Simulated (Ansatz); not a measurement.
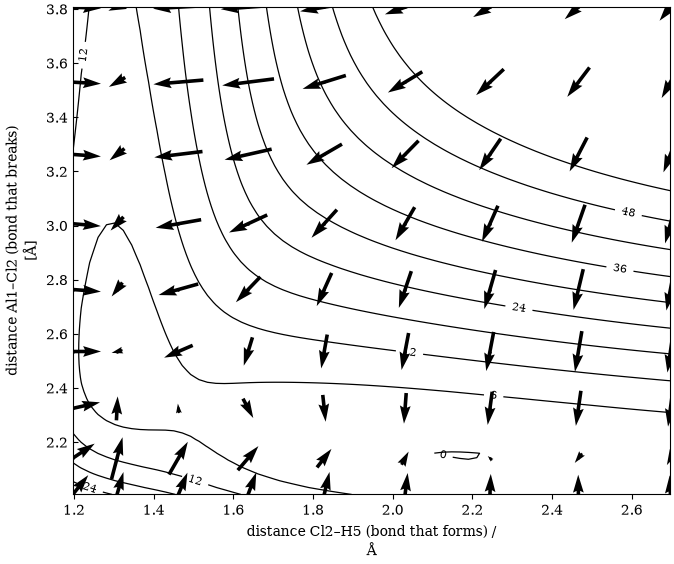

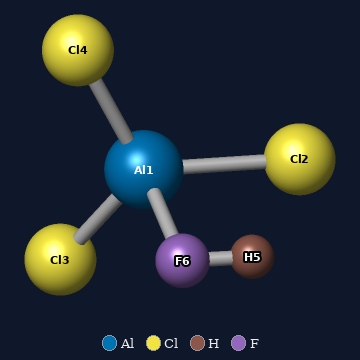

Energy landscape of the reacting system AlCl₃FH (fragments AlCl₃FH where the first distance is long, AlCl₂F + ClH where the second is long). 
- The first coordinate is: distance Cl2–H5 (bond that forms); the second: distance Al1–Cl2 (bond that breaks).
- Relaxed at each point: all other coordinates.
- The scan uses a 9 × 9 grid.
- Points are written as (first, second).
- Energies: kcal/mol, counted from the lowest grid point.
- The reference is spin-restricted, so regions where a bond is pulled apart into radicals lie too high.
- Level of theory: RKS PBE0-D4/def2-SVP in Ansatz.

The picture shows contour lines labelled in kcal/mol (none above 54), dots at the grid points, arrows along the force (downhill), their lengths compressed. Between grid points the surface is interpolated. The second picture is the structure at the lowest point.

**Describe this landscape.**

The lowest grid point is at (2.244 Å, 2.141 Å). A higher local minimum lies near (1.308 Å, 2.535 Å) (2.7 kcal/mol above the lowest at that grid point). The highest grid point, (2.697 Å, 3.807 Å), lies 81.6 kcal/mol above the lowest. On the interpolated surface the easiest way out of the lowest well to the well at (1.308 Å, 2.535 Å) passes a barrier of about 5.2 kcal/mol.

The values on the grid:

```csv
"second ↓, first →",1.197,1.308,1.462,1.637,1.828,2.031,2.244,2.466,2.697
3.807,14.8,10.9,18.0,32.2,46.6,58.2,67.6,75.2,81.6
3.530,13.5,9.6,16.5,30.0,42.6,52.3,60.0,66.6,72.0
3.263,12.0,7.9,14.6,26.7,36.8,44.4,50.6,56.0,60.6
3.007,10.1,6.0,12.3,22.1,29.2,34.6,39.4,43.7,47.5
2.764,8.2,4.0,9.3,15.9,20.0,23.4,26.8,30.1,33.0
2.535,7.2,2.7,6.3,9.1,10.5,12.1,14.2,16.4,18.6
2.325,9.2,4.4,5.1,4.2,3.2,3.2,4.0,5.3,6.7
2.141,16.8,11.4,8.7,4.6,1.6,0.2,0.0,0.4,1.2
2.007,29.6,23.4,17.7,11.4,7.0,4.6,3.6,3.5,3.8
```

The whole map (81 points run) took 24 min on 1 thread of Arm Neoverse V1 (shared host).
